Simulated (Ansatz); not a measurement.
# BFH3OSi (charge +1): molecular dynamics

Purpose: to follow the molecule's vibrations and see whether its bonds hold. The start is relaxed first. Runs: 300 steps of 0.5 fs under a Langevin thermostat at 700 K. SMILES of the start: BO[SiH+]F.

Program: Ansatz 0.2.0. Level of theory: RKS PBE-D4/def2-SVP. These are calculated values, not measurements.

## Step 1: The structure to begin with

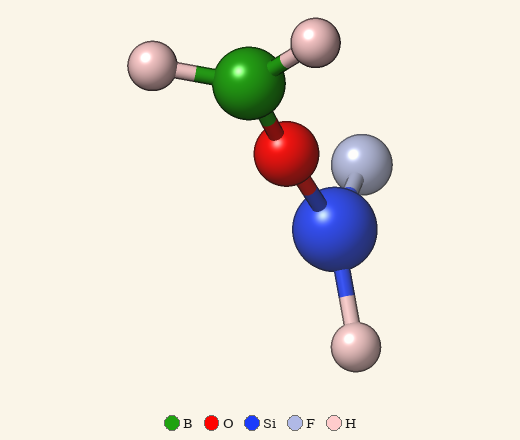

The starting structure, seen from a free direction (boron green, oxygen red, silicon blue, fluorine light blue, hydrogen pink).

As a file:

```xyz
7

B    -0.1255    1.4709   -0.1561
O    -0.0762    0.1200   -0.0484
Si    0.0402   -1.4107    0.1374
F     1.5123   -1.9334    0.1407
H    -0.1574    1.9416   -1.2236
H    -0.1181    2.0960    0.8306
H    -1.0752   -2.2843    0.3195
```

## Step 2: Relaxing the start

input.yaml reads:

```yaml
crystal:
  periodic: [false, false, false]
  atoms:
    - { symbol: B, position_ang: [-0.12552, 1.47094, -0.15613] }
    - { symbol: O, position_ang: [-0.07619, 0.11996, -0.04843] }
    - { symbol: Si, position_ang: [0.04019, -1.41068, 0.13741] }
    - { symbol: F, position_ang: [1.51228, -1.93344, 0.14074] }
    - { symbol: H, position_ang: [-0.15743, 1.94155, -1.2236] }
    - { symbol: H, position_ang: [-0.11811, 2.09595, 0.83055] }
    - { symbol: H, position_ang: [-1.07522, -2.28428, 0.31945] }
total_charge: 1
basis:
  gaussian: { orbitals: def2-SVP }
hamiltonian:
  xc: pbe
  dispersion: d4
relax:
  f_tol: 0.02
  max_steps: 40
scf:
  lower_state_search: "off"
```

Run with:

```bash
ansatz run input.yaml --threads 1 --pin off --max-ram 2048MiB --backend cpu --events-out ev --progress --plain --runs-dir out
```

Log (excerpt; [...] marks lines left out):

```text
Warning: RAYON_NUM_THREADS=1 ignored (pool sized by the plan → 1); use --threads N
[...]
Functional definition: PBE
[...]
815 factors; their error is unknown
[...]
mean field -13343.69164838 eV, -490.3716233988 hartree, gradient 6.6e-6 eV, S^2 0.000000; 0 other end points of the search recorded, 0 dependent functions left out
[...]
reference -13343.69168047 eV, -490.3716245781 hartree; 19, 19 occupied and 56, 56 virtual orbitals, 815 factors
relax step   1: F+E_penalty+E_count = -13343.78816365 eV  Δ(F+E_penalty+E_count) = +0.000e0 eV  max|allowed force component| = 1.040e0 eV/Å  Δτ_max = 0.0000 Å  (15 SCF iters, accepted)
[...]
relax step   6: F+E_penalty+E_count = -13343.94976963 eV  Δ(F+E_penalty+E_count) = -5.790e-3 eV  max|allowed force component| = 1.148e-1 eV/Å  Δτ_max = 0.0387 Å  (19 SCF iters, accepted)
[...]
relax step   7: F+E_penalty+E_count = -13343.95021334 eV  Δ(F+E_penalty+E_count) = -4.437e-4 eV  max|allowed force component| = 1.076e-2 eV/Å  Δτ_max = 0.0138 Å  (21 SCF iters, accepted)
Total energy: -13343.95024574 eV, -490.3811266767 hartree
Atom 0 at    -0.130521     1.534699    -0.154788 Å, force    -0.002854     0.010758    -0.000541 eV/Å
Atom 1 at    -0.097097     0.136622    -0.012281 Å, force     0.002437    -0.006136     0.002130 eV/Å
Atom 2 at     0.070964    -1.421177     0.145135 Å, force     0.008959     0.001312    -0.001359 eV/Å
Atom 3 at     1.530348    -2.033244     0.154594 Å, force    -0.001515    -0.002419    -0.000096 eV/Å
Atom 4 at    -0.191115     1.947353    -1.287206 Å, force    -0.000368    -0.002403     0.000335 eV/Å
Atom 5 at    -0.103950     2.169348     0.871348 Å, force    -0.001325    -0.002138    -0.000797 eV/Å
Atom 6 at    -1.078629    -2.333601     0.283187 Å, force    -0.005335     0.001025     0.000327 eV/Å
Dipole moment:    -0.506618    -0.154061     0.035496 e Å
Checks for a lower state left out: stability, starts, cluster_reference, orbital_swaps, neighbouring_geometries, increment
```

Wall time 5.5 s (1 thread of AMD EPYC 9R45 (Zen 5), shared host); peak memory 0.16 GiB.

Step by step:

| step | energy from step 1 (eV) | largest force component (eV/Å) |
| --- | --- | --- |
| 1 | 0.0000 | 1.0399 |
| 2 | -0.1195 | 0.6707 |
| 3 | -0.1435 | 0.3526 |
| 4 | -0.1558 | 0.2050 |
| 5x | -0.1548 | 0.7135 |
| 6 | -0.1616 | 0.1148 |
| 7 | -0.1620 | 0.0108 |

Step 1 is the start. 1 step was tried and not accepted (marked x).

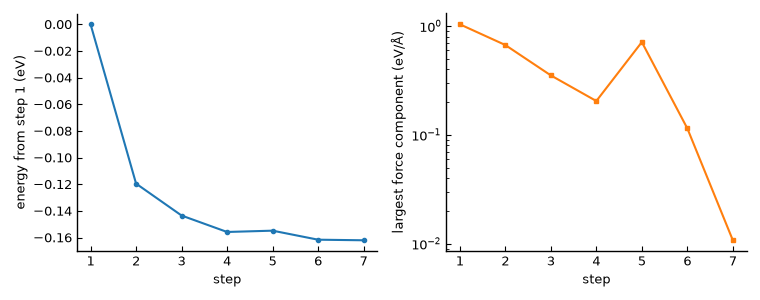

How energy and force went from step to step.

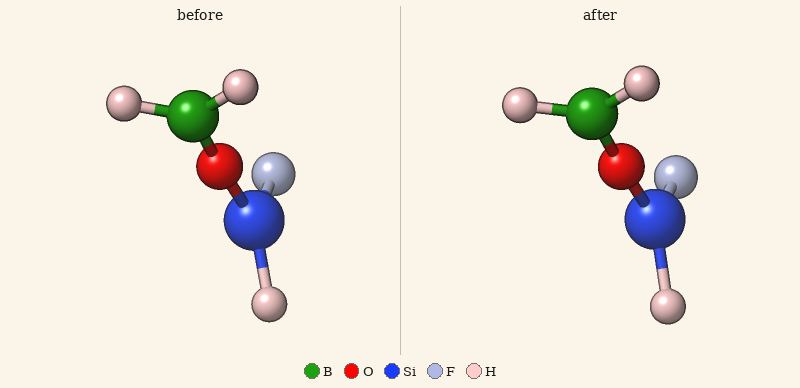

Before and after, at one scale.

After: Bond lengths: B1–O2 1.406 Å, O2–Si3 1.575 Å, Si3–F4 1.583 Å, B1–H5 1.207 Å, B1–H6 1.207 Å, Si3–H7 1.474 Å. Angles: B1–O2–Si3 175.2°, O2–B1–H5 115.9°, O2–B1–H6 115.9°, H5–B1–H6 128.3°, O2–Si3–F4 118.8°, O2–Si3–H7 122.6°, F4–Si3–H7 118.6°.

## Step 3: The run

300 steps of 0.5 fs under a Langevin thermostat at 700 K, from the relaxed start.

input.yaml reads:

```yaml
crystal:
  periodic: [false, false, false]
  atoms:
    - { symbol: B, position_ang: [-0.130521, 1.534699, -0.154788] }
    - { symbol: O, position_ang: [-0.097097, 0.136622, -0.012281] }
    - { symbol: Si, position_ang: [0.070964, -1.421177, 0.145135] }
    - { symbol: F, position_ang: [1.530348, -2.033244, 0.154594] }
    - { symbol: H, position_ang: [-0.191115, 1.947353, -1.287206] }
    - { symbol: H, position_ang: [-0.10395, 2.169348, 0.871348] }
    - { symbol: H, position_ang: [-1.078629, -2.333601, 0.283187] }
total_charge: 1
basis:
  gaussian: { orbitals: def2-SVP }
hamiltonian:
  xc: pbe
  dispersion: d4
md:
  timestep: 0.5
  n_steps: 300
  ensemble: nvt_langevin
  temperature: 700.0
  initial_velocities: maxwell_boltzmann
  seed: 926826
  friction: 0.001
scf:
  lower_state_search: "off"
```

Run with:

```bash
ansatz run input.yaml --threads 1 --pin off --max-ram 2048MiB --backend cpu --events-out ev --progress --plain --runs-dir out
```

Log (excerpt; [...] marks lines left out):

```text
Warning: RAYON_NUM_THREADS=1 ignored (pool sized by the plan → 1); use --threads N
[...]
[... 1 set-up line as earlier in the session ...]
[...]
815 factors; their error is unknown
[...]
mean field -13343.85531626 eV, -490.3776380824 hartree, gradient 2.0e-6 eV, S^2 0.000000; 0 other end points of the search recorded, 0 dependent functions left out
[...]
reference -13343.85534869 eV, -490.3776392743 hartree; 19, 19 occupied and 56, 56 virtual orbitals, 815 factors
md step     0: t =     0.00 fs  T =   600.0 K  F+E_penalty+E_count = -13343.95021268 eV  E_kin = 0.542892 eV  (16 SCF iters)
[...]
md step    21: t =    10.50 fs  T =   272.4 K  F+E_penalty+E_count = -13343.70656453 eV  E_kin = 0.246518 eV  (22 SCF iters, 3 dispersion substeps)
[...]
md step    42: t =    21.00 fs  T =   361.1 K  F+E_penalty+E_count = -13343.79690454 eV  E_kin = 0.326695 eV  (22 SCF iters, 3 dispersion substeps)
[...]
md step    63: t =    31.50 fs  T =   313.4 K  F+E_penalty+E_count = -13343.78753624 eV  E_kin = 0.283559 eV  (22 SCF iters, 3 dispersion substeps)
[...]
md step    83: t =    41.50 fs  T =   319.0 K  F+E_penalty+E_count = -13343.79384176 eV  E_kin = 0.288633 eV  (22 SCF iters, 3 dispersion substeps)
md step    84: t =    42.00 fs  T =   304.8 K  F+E_penalty+E_count = -13343.78867916 eV  E_kin = 0.275778 eV  (22 SCF iters, 3 dispersion substeps)
```

## Step 4: The log goes on: dynamics from the start

Output, continued (excerpt; [...] marks lines left out):

```text
md step    85: t =    42.50 fs  T =   284.8 K  F+E_penalty+E_count = -13343.78114382 eV  E_kin = 0.257654 eV  (22 SCF iters, 3 dispersion substeps)
[...]
md step   112: t =    56.00 fs  T =   395.1 K  F+E_penalty+E_count = -13343.89137537 eV  E_kin = 0.357462 eV  (21 SCF iters, 3 dispersion substeps)
[...]
md step   139: t =    69.50 fs  T =   484.0 K  F+E_penalty+E_count = -13343.87031320 eV  E_kin = 0.437914 eV  (22 SCF iters, 3 dispersion substeps)
[...]
md step   166: t =    83.00 fs  T =   383.7 K  F+E_penalty+E_count = -13343.70115349 eV  E_kin = 0.347222 eV  (22 SCF iters, 3 dispersion substeps)
[...]
md step   192: t =    96.00 fs  T =   369.9 K  F+E_penalty+E_count = -13343.67920390 eV  E_kin = 0.334693 eV  (22 SCF iters, 3 dispersion substeps)
md step   193: t =    96.50 fs  T =   358.3 K  F+E_penalty+E_count = -13343.67827329 eV  E_kin = 0.324213 eV  (22 SCF iters, 3 dispersion substeps)
```

## Step 5: More of the same log: dynamics from the start

The log, continued (excerpt; [...] marks lines left out):

```text
md step   194: t =    97.00 fs  T =   371.8 K  F+E_penalty+E_count = -13343.68271036 eV  E_kin = 0.336418 eV  (22 SCF iters, 3 dispersion substeps)
[...]
md step   217: t =   108.50 fs  T =   549.7 K  F+E_penalty+E_count = -13343.82034982 eV  E_kin = 0.497336 eV  (22 SCF iters, 3 dispersion substeps)
[...]
md step   240: t =   120.00 fs  T =   366.4 K  F+E_penalty+E_count = -13343.67741475 eV  E_kin = 0.331509 eV  (22 SCF iters, 3 dispersion substeps)
[...]
md step   263: t =   131.50 fs  T =   391.7 K  F+E_penalty+E_count = -13343.69216930 eV  E_kin = 0.354437 eV  (22 SCF iters, 3 dispersion substeps)
[...]
md step   299: t =   149.50 fs  T =   369.4 K  F+E_penalty+E_count = -13343.68382877 eV  E_kin = 0.334228 eV  (22 SCF iters, 3 dispersion substeps)
[...]
md step   300: t =   150.00 fs  T =   347.6 K  F+E_penalty+E_count = -13343.65890136 eV  E_kin = 0.314519 eV  (22 SCF iters, 3 dispersion substeps)
Total energy: -13343.65893366 eV, -490.3704211551 hartree
Atom 0 at    -1.048718     0.836422    -0.510255 Å, force    -1.915344    -2.788824    -0.690993 eV/Å
Atom 1 at    -0.186150    -0.100677     0.112060 Å, force    -0.691427     1.554255     0.146999 eV/Å
Atom 2 at     0.772111    -1.291437     0.409633 Å, force     0.902498    -0.413893    -0.699822 eV/Å
Atom 3 at     1.376917    -1.883003    -0.940105 Å, force     0.083988    -0.293334     0.425460 eV/Å
Atom 4 at    -2.116411     0.238084    -0.915656 Å, force     1.077694     0.904461     0.602395 eV/Å
Atom 5 at    -0.796514     1.939109    -0.772706 Å, force     0.702496     1.101256     0.172864 eV/Å
Atom 6 at     1.283532    -1.724616     1.722635 Å, force    -0.159905    -0.063919     0.043097 eV/Å
Dipole moment:     0.015003    -0.051499     0.629143 e Å
Checks for a lower state left out: stability, starts, cluster_reference, orbital_swaps, neighbouring_geometries, increment
```

Wall time 2.9 min (1 thread of AMD EPYC 9R45 (Zen 5), shared host); peak memory 0.11 GiB.

## Step 6: Frames and traces

One step in 12; energies are changes from step 0:

| time (fs) | T (K) | potential energy change (meV/atom) |
| --- | --- | --- |
| 0.0 | 600 | 0.0 |
| 6.0 | 328 | 31.0 |
| 12.0 | 361 | 23.2 |
| 18.0 | 473 | 8.6 |
| 24.0 | 328 | 24.8 |
| 30.0 | 302 | 26.8 |
| 36.0 | 419 | 8.5 |
| 42.0 | 305 | 23.1 |
| 48.0 | 302 | 23.0 |
| 54.0 | 413 | 6.6 |
| 60.0 | 314 | 21.1 |
| 66.0 | 388 | 20.3 |
| 72.0 | 488 | 12.9 |
| 78.0 | 374 | 27.2 |
| 84.0 | 401 | 32.5 |
| 90.0 | 508 | 17.5 |
| 96.0 | 370 | 38.7 |
| 102.0 | 407 | 32.8 |
| 108.0 | 532 | 19.4 |
| 114.0 | 426 | 35.4 |
| 120.0 | 366 | 39.0 |
| 126.0 | 456 | 25.6 |
| 132.0 | 363 | 41.0 |
| 138.0 | 280 | 47.5 |
| 144.0 | 398 | 30.5 |
| 150.0 | 348 | 41.6 |

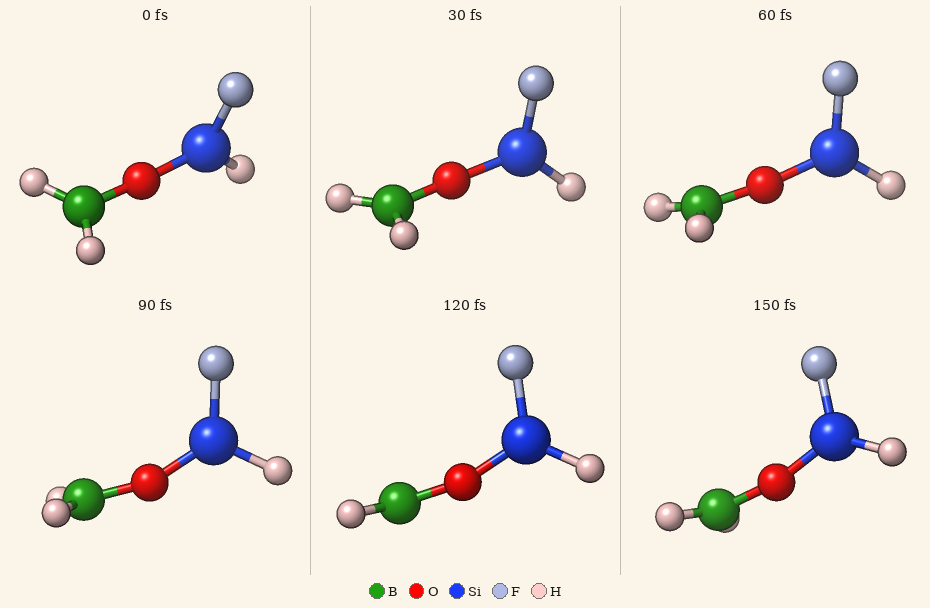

The system at six times, viewed from a free direction. Sticks join atoms within a bonding distance in each frame.

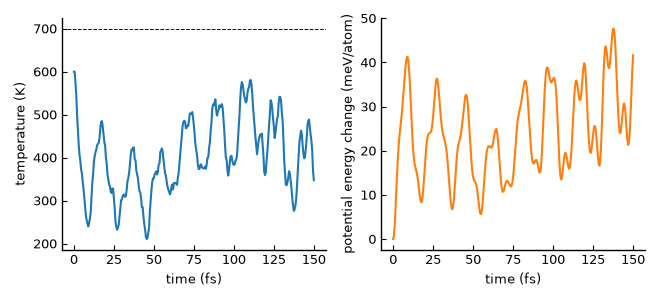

Traces against time; each panel has its own scale. The dashed line is the set temperature.

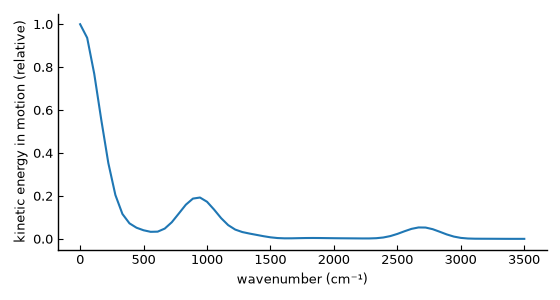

Power spectrum of the mass-weighted velocities; a run of 150 fs resolves no finer than about 440 cm⁻¹.

## Step 7: Snapshots as a file

Positions (Å) and forces (eV/Å):

```xyz
7
time_fs=19.0 T=437 dE=0.0848
B    -0.190    1.518   -0.205    0.144   -0.087    0.912
O    -0.093    0.100   -0.038   -0.481    2.111   -0.496
Si    0.086   -1.406    0.256    0.550   -1.518    0.303
F     1.553   -1.973    0.000   -0.404   -0.102    0.088
H    -0.488    1.985   -1.283    0.059   -0.298    0.085
H     0.032    2.134    0.852   -0.117   -0.287   -0.704
H    -0.978   -2.296    0.810    0.249    0.182   -0.188
7
time_fs=37.5 T=423 dE=0.0518
B    -0.234    1.484   -0.260   -0.267   -0.276   -0.816
O    -0.131    0.093   -0.059   -0.080   -0.275    0.540
Si    0.152   -1.416    0.348    0.388    0.772   -0.365
F     1.567   -1.938   -0.143   -0.169   -0.267    0.122
H    -0.726    1.769   -1.346    0.143    0.071    0.417
H     0.175    2.209    0.606    0.030    0.030    0.140
H    -0.770   -2.275    1.111   -0.045   -0.055   -0.039
7
time_fs=56.0 T=395 dE=0.0588
B    -0.347    1.406   -0.373    0.361    1.027    0.809
O    -0.154    0.083   -0.018   -0.011   -1.159    0.209
Si    0.247   -1.399    0.396   -0.128    0.707   -0.590
F     1.560   -1.957   -0.280    0.224   -0.168    0.033
H    -1.014    1.701   -1.319   -0.158   -0.205   -0.326
H     0.179    2.203    0.399   -0.161   -0.189   -0.339
H    -0.572   -2.312    1.198   -0.127   -0.013    0.204
7
time_fs=75.0 T=475 dE=0.0988
B    -0.493    1.363   -0.439   -0.467   -1.263   -0.764
O    -0.202    0.054    0.097    0.298    0.846   -0.168
Si    0.345   -1.397    0.398    0.034    0.309    0.101
F     1.576   -2.006   -0.401   -0.240    0.109    0.071
H    -1.298    1.239   -1.371    0.348    0.423    0.521
H     0.066    2.349   -0.024    0.010   -0.188    0.219
H    -0.275   -2.135    1.504    0.017   -0.237    0.020
7
time_fs=94.0 T=463 dE=0.1934
B    -0.679    1.176   -0.548    1.652    0.971    1.927
O    -0.176    0.053    0.191   -0.880    0.764   -1.227
Si    0.442   -1.361    0.403    0.925   -1.364    0.377
F     1.561   -2.014   -0.529   -0.415    0.424    0.025
H    -1.591    1.116   -1.277   -0.634   -0.428   -0.634
H    -0.061    2.180   -0.153   -0.503   -0.405   -0.561
H     0.194   -2.149    1.621   -0.144    0.038    0.092
7
time_fs=112.5 T=494 dE=0.1906
B    -0.799    1.065   -0.548   -1.524   -1.488   -1.350
O    -0.189    0.025    0.161    0.899   -0.645    0.398
Si    0.566   -1.360    0.448   -0.447    0.811   -0.015
F     1.494   -1.961   -0.693   -0.110    0.026    0.224
H    -1.772    0.577   -1.201    0.662    0.811    0.596
H    -0.389    2.172   -0.640    0.398    0.441    0.399
H     0.368   -2.046    1.753    0.124    0.044   -0.252
7
time_fs=131.0 T=442 dE=0.2204
B    -0.968    0.885   -0.597    2.187    1.756    1.512
O    -0.152   -0.023    0.118   -0.739   -0.425   -0.067
Si    0.671   -1.327    0.463    0.020    0.160   -0.552
F     1.408   -1.895   -0.821    0.227   -0.349    0.228
H    -2.001    0.602   -1.031   -1.072   -0.625   -0.591
H    -0.423    2.004   -0.480   -0.645   -0.572   -0.516
H     0.842   -1.926    1.801    0.022    0.054   -0.013
7
time_fs=150.0 T=348 dE=0.2913
B    -1.049    0.836   -0.510   -1.915   -2.789   -0.691
O    -0.186   -0.101    0.112   -0.691    1.554    0.147
Si    0.772   -1.291    0.410    0.902   -0.414   -0.700
F     1.377   -1.883   -0.940    0.084   -0.293    0.425
H    -2.116    0.238   -0.916    1.078    0.904    0.602
H    -0.796    1.939   -0.773    0.703    1.101    0.173
H     1.284   -1.725    1.723   -0.160   -0.064    0.043
```

## Step 8: Summary of results

| quantity | value |
| --- | --- |
| relaxation of the start | 5 moves, 0.162 eV lower |
| length | 300 steps of 0.5 fs |
| temperature, first and last step | 600 and 348 K |
| temperature, second half | mean 442 K, from 276 to 581 K |
| potential energy, second half | +28 meV/atom from the start |
| bonds formed or broken | 0 |

What this shows: Against a set 700 K the second half averages 442 K with a spread of 72 K; 28 meV/atom has gone into potential energy, and a thermostat that acts over some 1000 fs has not made it up in 150 fs. The bonds all hold. Averages from a run of 150 fs with 7 atoms are rough. The nuclei move classically, without zero-point motion, which matters most for hydrogen.
